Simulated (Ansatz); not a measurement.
# CH4Ge+ (quartet): correlated methods under varied settings

What do other methods and options give for CH4Ge+ (quartet) at this geometry, and how long do they take?

Method: the settings change from run to run; program: Ansatz 0.2.0, Gaussian basis.

17 further runs of the same task are left out: 3 that didn't finish, 14 set aside as unsound or not needed.

## 1. The geometry

The geometry is a PBE0/def2-TZVP stationary point (not a proven minimum) of the parent state, kept for this charge and spin. No spin-orbit coupling is included. The filled d shell of Ge may be among the frozen orbitals whatever the setting's name suggests; the logs give the count.

6 atoms, charge 1, spin multiplicity 4.

Atoms are counted from 1 here; the program's logs count them from 0.

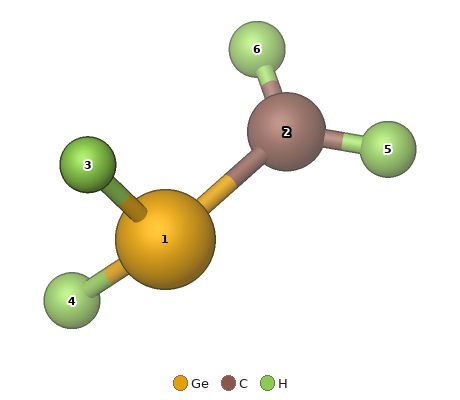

The geometry (germanium amber, carbon brown, hydrogen green); atoms are numbered from 1 in the order of the file.

## 2. CCSD on ROHF/6-31G

Input file in.yaml:

```yaml
crystal:
  periodic: [false, false, false]
  atoms:
    - {symbol: Ge, position_ang: [0.030694, 0.000000, 0.303527]}
    - {symbol: C, position_ang: [-0.061588, 0.000000, -1.618867]}
    - {symbol: H, position_ang: [-0.645657, 1.257889, 0.901692]}
    - {symbol: H, position_ang: [-0.645656, -1.257890, 0.901692]}
    - {symbol: H, position_ang: [0.825261, 0.000000, -2.241892]}
    - {symbol: H, position_ang: [-1.012086, 0.000000, -2.145491]}
basis:
  gaussian: {orbitals: 6-31G}
total_charge: 1
magnetization: {spin_polarized: false, initial_magnetization: 3}
correlation: {method: ccsd, electrons: outside_noble_gas}
```

Run with:

```sh
> ansatz run in.yaml --threads 1 --pin off --events-out ev --progress --plain --max-ram 2393MiB
```

Log, shortened:

```text
Functional definition: HF
  name "HF"
  cite "Fock, Z. Phys. 61, 126 (1930) doi:10.1007/BF01340294"
  parent pbe
[...]
505 factors; integrals over basis functions are off by at most 3.7e-4 eV
[...]
mean field -57544.18797668 eV, -2114.7099032914 hartree, gradient 9.4e-7 eV, S^2 3.750000; 12 other end points of the search recorded, 0 dependent functions left out
[...]
determinant -57544.18797668 eV, -2114.7099032914 hartree, with singles and doubles -57547.96537528 eV, -2114.8487201296 hartree
determinant -57543.84931415 eV, -2114.6974576731 hartree, with singles and doubles -57547.77457813 eV, -2114.8417084638 hartree
determinant -57543.82116628 eV, -2114.6964232581 hartree, with singles and doubles -57547.85942303 eV, -2114.8448264563 hartree
determinant -57543.58561344 eV, -2114.6877668506 hartree, with singles and doubles -57547.67694357 eV, -2114.8381204596 hartree
determinant -57541.43036181 eV, -2114.6085628142 hartree, with singles and doubles -57545.03342049 eV, -2114.7409727785 hartree
determinant -57536.20745352 eV, -2114.4166244748 hartree, with singles and doubles -57540.31328619 eV, -2114.5675110422 hartree
determinant -57544.18797668 eV, -2114.7099032914 hartree, with singles and doubles -57547.96511233 eV, -2114.8487104663 hartree
determinant -57543.84931415 eV, -2114.6974576731 hartree, with singles and doubles -57547.91231111 eV, -2114.8467700574 hartree
determinant -57543.82116628 eV, -2114.6964232581 hartree, with singles and doubles -57547.94213640 eV, -2114.8478661165 hartree
determinant -57543.58561344 eV, -2114.6877668506 hartree, with singles and doubles -57547.67718884 eV, -2114.8381294731 hartree
15 core orbitals not correlated: weight in the atoms' cores, before any rotation towards them, 0.996 or more for the frozen orbitals, at most 0.002 for the correlated occupied ones
reference -57544.18797668 eV, -2114.7099032914 hartree; 7, 4 occupied and 24, 27 virtual orbitals, 505 factors
second order -2.76573830 eV of doubles, -0.07260116 eV of singles
cycle   1  -3.77713652 eV  change   -8.7e-7 eV  update   2.1e-6
Total energy: -57547.96511320 eV, -2114.8487104982 hartree
```

It took 6.5 s on 1 thread of Arm Neoverse V2, shared host.

From the report: correlation -3.7771 eV; T1 0.030; largest double amplitude 0.06.

## 3. NEVPT2(9,6)/6-31G

in.yaml: that of step 2 with these lines changed.

```diff
@@ -13,2 +13,2 @@
 magnetization: {spin_polarized: false, initial_magnetization: 3}
-correlation: {method: ccsd, electrons: outside_noble_gas}
+correlation: {method: sc_nevpt2, electrons: outside_noble_gas, active_space: {window: {electrons: 9, orbitals: 6}}}
```

Same command.

Log, shortened:

```text
Functional definition: HF
  name "HF"
  cite "Fock, Z. Phys. 61, 126 (1930) doi:10.1007/BF01340294"
  parent pbe
[...]
505 factors; integrals over basis functions are off by at most 3.7e-4 eV
[...]
mean field -57544.18797668 eV, -2114.7099032914 hartree, gradient 9.4e-7 eV, S^2 3.750000; 8 other end points of the search recorded, 0 dependent functions left out
reference -57544.18797668 eV, -2114.7099032914 hartree; 22, 19 occupied and 24, 27 virtual orbitals, 505 factors
state -57544.19852573 eV, -2114.7102909618 hartree
state -57544.19852573 eV, -2114.7102909618 hartree; corrected -57546.82297605 eV, -2114.8067377323 hartree
Total energy: -57546.82297605 eV, -2114.8067377323 hartree
```

Wall time 4.2 s (1 thread of Arm Neoverse V2, shared host).

From the report: 12 determinants; active occupations 2.00, 2.00, 2.00, 1.00, 1.00, 1.00.

## 4. CASSCF(3,7)/6-31G

in.yaml: that of step 3 with these lines changed.

```diff
@@ -13,2 +13,4 @@
 magnetization: {spin_polarized: false, initial_magnetization: 3}
-correlation: {method: sc_nevpt2, electrons: outside_noble_gas, active_space: {window: {electrons: 9, orbitals: 6}}}
+correlation: {active_space: {window: {electrons: 3, orbitals: 7}}}
+scf: {lower_state_search: light}
+output: {forces: true}
```

The command is unchanged.

Log, shortened:

```text
Functional definition: HF
  name "HF"
  cite "Fock, Z. Phys. 61, 126 (1930) doi:10.1007/BF01340294"
  parent pbe
[...]
505 factors; integrals over basis functions are off by at most 3.7e-4 eV
[...]
mean field -57544.18797668 eV, -2114.7099032914 hartree, gradient 5.8e-6 eV, S^2 3.750000; 8 other end points of the search recorded, 0 dependent functions left out
reference -57544.18797668 eV, -2114.7099032914 hartree; 22, 19 occupied and 24, 27 virtual orbitals, 505 factors
state -57544.31117053 eV, -2114.7144305821 hartree
[...]
Total energy: -57544.31117053 eV, -2114.7144305821 hartree
Atom 0 at     0.030694     0.000000     0.303527 Å, force     0.960371    -0.000001     5.941116 eV/Å
Atom 1 at    -0.061588     0.000000    -1.618867 Å, force    -1.602385    -0.000000    -6.605509 eV/Å
Atom 2 at    -0.645657     1.257889     0.901692 Å, force     0.054335     0.326113    -0.914780 eV/Å
Atom 3 at    -0.645656    -1.257890     0.901692 Å, force     0.054335    -0.326112    -0.914780 eV/Å
Atom 4 at     0.825261     0.000000    -2.241892 Å, force     0.999408     0.000000     1.358784 eV/Å
Atom 5 at    -1.012086     0.000000    -2.145491 Å, force    -0.466064    -0.000000     1.135171 eV/Å
Dipole moment:    -0.085790     0.000000    -0.572109 e Å
```

It took 9 s on 1 thread of Arm Neoverse V2, shared host.

From the report: 35 determinants; active occupations 1.00, 1.00, 1.00, 0.00, 0.00, 0.00, 0.00.

## 5. MP2 on ROHF/cc-pVDZ

in.yaml: that of step 4 with these lines changed.

```diff
@@ -10,7 +10,6 @@
 basis:
-  gaussian: {orbitals: 6-31G}
+  gaussian: {orbitals: cc-pVDZ}
 total_charge: 1
 magnetization: {spin_polarized: false, initial_magnetization: 3}
-correlation: {active_space: {window: {electrons: 3, orbitals: 7}}}
-scf: {lower_state_search: light}
-output: {forces: true}
+correlation: {method: mp2, electrons: outside_noble_gas}
+scf: {lower_state_search: full}
```

Same command.

Log, shortened:

```text
Functional definition: HF
  name "HF"
  cite "Fock, Z. Phys. 61, 126 (1930) doi:10.1007/BF01340294"
  parent pbe
[...]
631 factors; integrals over basis functions are off by at most 1.2e-3 eV
[...]
mean field -57553.22591196 eV, -2115.0420412870 hartree, gradient 1.4e-6 eV, S^2 3.750000; 13 other end points of the search recorded, 0 dependent functions left out
[...]
15 core orbitals not correlated: weight in the atoms' cores, before any rotation towards them, 0.998 or more for the frozen orbitals, at most 0.001 for the correlated occupied ones
reference -57553.22591196 eV, -2115.0420412870 hartree; 7, 4 occupied and 39, 42 virtual orbitals, 631 factors
second order -4.69266110 eV of doubles, -0.10926198 eV of singles
Total energy: -57558.02783504 eV, -2115.2185087053 hartree
```

It took 7 s on 1 thread of Arm Neoverse V2, shared host.

## 6. MP2 on ROHF/cc-pVDZ

in.yaml: that of step 5 with these lines changed.

```diff
@@ -14,2 +14 @@
 correlation: {method: mp2, electrons: outside_noble_gas}
-scf: {lower_state_search: full}
```

The command is unchanged.

Log, shortened:

```text
Functional definition: HF
  name "HF"
  cite "Fock, Z. Phys. 61, 126 (1930) doi:10.1007/BF01340294"
  parent pbe
[...]
631 factors; integrals over basis functions are off by at most 1.2e-3 eV
[...]
mean field -57553.22591196 eV, -2115.0420412870 hartree, gradient 1.4e-6 eV, S^2 3.750000; 8 other end points of the search recorded, 0 dependent functions left out
[...]
15 core orbitals not correlated: weight in the atoms' cores, before any rotation towards them, 0.998 or more for the frozen orbitals, at most 0.001 for the correlated occupied ones
reference -57553.22591196 eV, -2115.0420412870 hartree; 7, 4 occupied and 39, 42 virtual orbitals, 631 factors
second order -4.69266110 eV of doubles, -0.10926198 eV of singles
Total energy: -57558.02783504 eV, -2115.2185087053 hartree
```

Wall time 5.5 s (1 thread of Arm Neoverse V2, shared host).

## 7. CISD/6-31G*

in.yaml: that of step 6 with these lines changed.

```diff
@@ -10,5 +10,6 @@
 basis:
-  gaussian: {orbitals: cc-pVDZ}
+  gaussian: {orbitals: "6-31G*"}
 total_charge: 1
 magnetization: {spin_polarized: false, initial_magnetization: 3}
-correlation: {method: mp2, electrons: outside_noble_gas}
+correlation: {active_space: {ras: {orbitals: [4, 3, 36], electrons: 11, max_holes: 2, max_particles: 2}, fixed_orbitals: true}}
+output: {forces: true}
```

Launched as before.

Log, shortened:

```text
Functional definition: HF
  name "HF"
  cite "Fock, Z. Phys. 61, 126 (1930) doi:10.1007/BF01340294"
  parent pbe
[...]
580 factors; integrals over basis functions are off by at most 7.0e-4 eV
[...]
mean field -57546.09588287 eV, -2114.7800175508 hartree, gradient 7.2e-6 eV, S^2 3.750000; 8 other end points of the search recorded, 0 dependent functions left out
reference -57546.09588287 eV, -2114.7800175508 hartree; 22, 19 occupied and 36, 39 virtual orbitals, 580 factors
state -57551.06184396 eV, -2114.9625132547 hartree
[...]
Total energy: -57551.06184396 eV, -2114.9625132547 hartree
Atom 0 at     0.030694     0.000000     0.303527 Å, force     1.452927     0.000000     4.314472 eV/Å
Atom 1 at    -0.061588     0.000000    -1.618867 Å, force    -1.512661    -0.000000    -4.840185 eV/Å
Atom 2 at    -0.645657     1.257889     0.901692 Å, force    -0.227171     0.740600    -0.650313 eV/Å
Atom 3 at    -0.645656    -1.257890     0.901692 Å, force    -0.227171    -0.740600    -0.650314 eV/Å
Atom 4 at     0.825261     0.000000    -2.241892 Å, force     1.273851     0.000000     0.997366 eV/Å
Atom 5 at    -1.012086     0.000000    -2.145491 Å, force    -0.759775    -0.000000     0.828974 eV/Å
Dipole moment:    -0.133924    -0.000000    -0.494031 e Å
```

Run time: 14 s. Hardware: 1 thread of Arm Neoverse V2, shared host.

From the report: 139,395 determinants.

## 8. BCCD(T)/cc-pVDZ

in.yaml: that of step 7 with these lines changed.

```diff
@@ -10,6 +10,7 @@
 basis:
-  gaussian: {orbitals: "6-31G*"}
+  gaussian: {orbitals: cc-pVDZ}
 total_charge: 1
 magnetization: {spin_polarized: false, initial_magnetization: 3}
-correlation: {active_space: {ras: {orbitals: [4, 3, 36], electrons: 11, max_holes: 2, max_particles: 2}, fixed_orbitals: true}}
-output: {forces: true}
+hamiltonian: {xc: {name: PBE}}
+correlation: {method: bccd_t, electrons: outside_noble_gas}
+accuracy: high
```

Same command.

Log, shortened:

```text
Functional definition: PBE
  name "PBE"
  cite "Perdew, Burke & Ernzerhof, Phys. Rev. Lett. 77, 3865 (1996) doi:10.1103/PhysRevLett.77.3865"
  parent pbe
[...]
1362 factors; integrals over basis functions are off by at most 4.5e-9 eV
[...]
mean field -57594.55278063 eV, -2116.5607756982 hartree, gradient 2.4e-8 eV, S^2 3.750000; 6 other end points of the search recorded, 0 dependent functions left out
[...]
15 core orbitals not correlated: weight in the atoms' cores, before any rotation towards them, 0.998 or more for the frozen orbitals, at most 0.001 for the correlated occupied ones
reference -57552.29213774 eV, -2115.0077257171 hartree; 7, 4 occupied and 39, 42 virtual orbitals, 1362 factors
second order -5.19922806 eV of doubles, -0.51932855 eV of singles
cycle   1  -6.31284198 eV  change   -6.0e-1 eV  update   6.9e-2
[...]
cycle  27  -6.57519680 eV  change   2.3e-10 eV  update   1.3e-9
perturbative correction -0.15808215 eV, -0.0058094119 hartree
Total energy: -57559.02541669 eV, -2115.2551691547 hartree
```

Run time: 23 s. Hardware: 1 thread of Arm Neoverse V2, shared host; peak memory 0.32 GiB.

From the report: correlation -6.7333 eV; largest double amplitude 0.05.

## 9. MP2 on UHF/6-31G

in.yaml: that of step 8 with these lines changed.

```diff
@@ -10,7 +10,7 @@
 basis:
-  gaussian: {orbitals: cc-pVDZ}
+  gaussian: {orbitals: 6-31G}
 total_charge: 1
-magnetization: {spin_polarized: false, initial_magnetization: 3}
-hamiltonian: {xc: {name: PBE}}
-correlation: {method: bccd_t, electrons: outside_noble_gas}
-accuracy: high
+magnetization: {spin_polarized: true, initial_magnetization: 3}
+correlation: {method: mp2, electrons: outside_noble_gas}
+scf: {lower_state_search: off}
+output: {forces: true}
```

Launched as before.

Log, shortened:

```text
Functional definition: HF
  name "HF"
  cite "Fock, Z. Phys. 61, 126 (1930) doi:10.1007/BF01340294"
  parent pbe
[...]
505 factors; integrals over basis functions are off by at most 3.7e-4 eV
[...]
mean field -57544.33567512 eV, -2114.7153311092 hartree, gradient 1.5e-6 eV, S^2 3.770526; 1 other end points of the search recorded, 0 dependent functions left out
15 core orbitals not correlated: weight in the atoms' cores, before any rotation towards them, 0.996 or more for the frozen orbitals, at most 0.002 for the correlated occupied ones
reference -57544.33567512 eV, -2114.7153311092 hartree; 7, 4 occupied and 24, 27 virtual orbitals, 505 factors
second order -2.73036731 eV of doubles, -0.00000000 eV of singles
[...]
Total energy: -57547.06604243 eV, -2114.8156702571 hartree
Atom 0 at     0.030694     0.000000     0.303527 Å, force     1.415143     0.000000     4.773738 eV/Å
Atom 1 at    -0.061588     0.000000    -1.618867 Å, force    -1.560588    -0.000000    -5.128911 eV/Å
Atom 2 at    -0.645657     1.257889     0.901692 Å, force    -0.187695     0.714292    -0.702510 eV/Å
Atom 3 at    -0.645656    -1.257890     0.901692 Å, force    -0.187694    -0.714292    -0.702510 eV/Å
Atom 4 at     0.825261     0.000000    -2.241892 Å, force     1.326147     0.000001     0.970992 eV/Å
Atom 5 at    -1.012086     0.000000    -2.145491 Å, force    -0.805313    -0.000000     0.789202 eV/Å
Dipole moment:    -0.113457     0.000000    -0.475007 e Å
Checks for a lower state left out: starts, cluster_reference, orbital_swaps, neighbouring_geometries, increment
```

It took 1.5 s on 1 thread of Arm Neoverse V2, shared host.

From the report: ⟨S²⟩ of the determinant 3.771 (pure quartet: 3.75).

## 10. CCSD on UHF/cc-pVDZ

in.yaml: that of step 9 with these lines changed.

```diff
@@ -10,7 +10,6 @@
 basis:
-  gaussian: {orbitals: 6-31G}
+  gaussian: {orbitals: cc-pVDZ}
 total_charge: 1
 magnetization: {spin_polarized: true, initial_magnetization: 3}
-correlation: {method: mp2, electrons: outside_noble_gas}
-scf: {lower_state_search: off}
-output: {forces: true}
+correlation: {method: ccsd, electrons: valence, diis_vectors: 1}
+scf: {lower_state_search: light}
```

Launched as before.

Log, shortened:

```text
Functional definition: HF
  name "HF"
  cite "Fock, Z. Phys. 61, 126 (1930) doi:10.1007/BF01340294"
  parent pbe
[...]
631 factors; integrals over basis functions are off by at most 1.2e-3 eV
[...]
mean field -57553.43370618 eV, -2115.0496775835 hartree, gradient 1.7e-6 eV, S^2 3.775238; 9 other end points of the search recorded, 0 dependent functions left out
determinant -57553.43370618 eV, -2115.0496775835 hartree, with singles and doubles -57559.70443607 eV, -2115.2801226567 hartree
determinant -57553.05016129 eV, -2115.0355825690 hartree, with singles and doubles -57559.41855709 eV, -2115.2696167977 hartree
determinant -57550.70666057 eV, -2114.9494605058 hartree, with singles and doubles -57556.92265111 eV, -2115.1778939451 hartree
determinant -57553.43370618 eV, -2115.0496775835 hartree, with singles and doubles -57559.70478248 eV, -2115.2801353870 hartree
determinant -57553.05016129 eV, -2115.0355825690 hartree, with singles and doubles -57559.41894906 eV, -2115.2696312025 hartree
10 core orbitals not correlated: weight in the atoms' cores, before any rotation towards them, 1.000 or more for the frozen orbitals, at most 0.000 for the correlated occupied ones
reference -57553.43370618 eV, -2115.0496775835 hartree; 12, 9 occupied and 39, 42 virtual orbitals, 631 factors
second order -5.14355148 eV of doubles, -0.00000000 eV of singles
cycle   1  -6.27107819 eV  change   -1.9e-6 eV  update   3.5e-6
Total energy: -57559.70478436 eV, -2115.2801354562 hartree
```

Run time: 14 s. Hardware: 1 thread of Arm Neoverse V2, shared host.

From the report: ⟨S²⟩ of the determinant 3.775 (pure quartet: 3.75); correlation -6.2711 eV; T1 0.017; largest double amplitude 0.05.

## 11. All runs side by side

Where basis and cores are those of an earlier UCCSDT(Q)/cc-pVDZ run (-57559.3756 eV), and the state is the same kind, the miss against it is given.

| level | correlated | functions | energy (eV) | from UCCSDT(Q) (meV) | time |
| --- | --- | --- | --- | --- | --- |
| CCSD on ROHF/6-31G | outside noble gas | 46 | -57547.9651 |  | 6.5 s |
| NEVPT2(9,6)/6-31G | outside noble gas | 46 | -57546.8230 |  | 4.2 s |
| CASSCF(3,7)/6-31G |  | 46 | -57544.3112 |  | 9 s |
| MP2 on ROHF/cc-pVDZ | outside noble gas | 61 | -57558.0278 | 1347.8 | 7 s |
| MP2 on ROHF/cc-pVDZ | outside noble gas | 61 | -57558.0278 | 1347.8 | 5.5 s |
| CISD/6-31G* | outside noble gas | 58 | -57551.0618 |  | 14 s |
| BCCD(T)/cc-pVDZ (on PBE orbitals) | outside noble gas | 61 | -57559.0254 | 350.2 | 23 s |
| MP2 on UHF/6-31G | outside noble gas | 46 | -57547.0660 |  | 1.5 s |
| CCSD on UHF/cc-pVDZ | valence | 61 | -57559.7048 |  | 14 s |

## 12. What came out

| quantity | value |
| --- | --- |
| runs | 9 |
| quickest | MP2 on UHF/6-31G, 1.5 s |
| slowest | BCCD(T)/cc-pVDZ (on PBE orbitals), 23 s |

In words: Total energies in different bases, with other cores or another treatment of relativity can't be set against each other. BCCD(T)/cc-pVDZ (on PBE orbitals) took 15 times as long as MP2 on UHF/6-31G; the jobs differ in more than the method. Among the correlated runs with a miss given, it spans +350 to +1348 meV. Cores frozen from Kohn-Sham orbitals shift the total energy.
